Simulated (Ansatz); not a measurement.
# Abstraction of H: BH2(OH) + Sb(CH3)(SiH3) → BH2O + SbH(CH3)(SiH3)

Species: BH2(OH), singlet; Sb(CH3)(SiH3), doublet; BH2O `B[O]`, doublet; SbH(CH3)(SiH3), singlet. A radical takes H: the energy is the difference in strength between the O–H bond broken and the Sb–H bond made.

Shapes, held fixed at every level: PBE0-D4/def2-TZVP. Programs: Ansatz 0.2.0. The zero-point and thermal change to 298 K, harmonic and unscaled (PBE0-D4/def2-TZVP), is -19.6 kJ/mol.

```csv
level,kind,ΔH(298 K) (kJ/mol),less CCSD(T)/def2-TZVPP
HF/def2-TZVPP,Hartree–Fock,+120.4,-23.0
SPW92/def2-TZVPP,LDA,+120.9,-22.5
r2SCAN-D4/def2-TZVPP,meta-GGA,+119.2,-24.2
PBE0-D4/def2-TZVPP,global hybrid,+131.3,-12.1
wB97M-V/def2-TZVPP,range-separated hybrid,+141.6,-1.8
CCSD(T)/def2-SVP,coupled cluster or CI,+138.8,-4.6
CCSD(T)/def2-TZVPP,coupled cluster or CI,+143.4,0.0
```

The highest level, CCSD(T)/def2-TZVPP, gives ΔH(298 K) = +143.4 kJ/mol; the levels span +119.2 to +143.4. The column of differences is taken from that level and isn't an error. No measured value is set beside it here. T1 is large for BH2O (0.040), so single-reference values are less sure there. Open shells run unrestricted. For atoms past krypton def2 sets carry core potentials with scalar relativity. Outer-core shells of Sb are correlated, in sets that cover them unevenly.

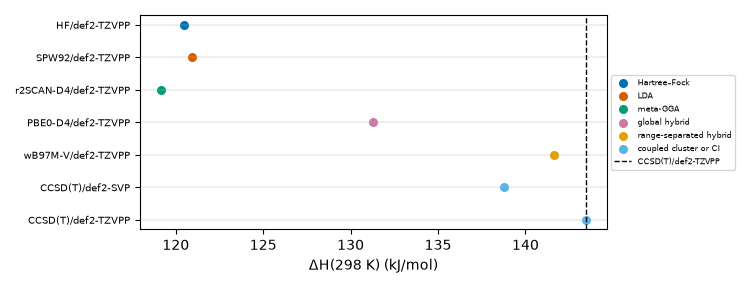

The values of the table, level by level.
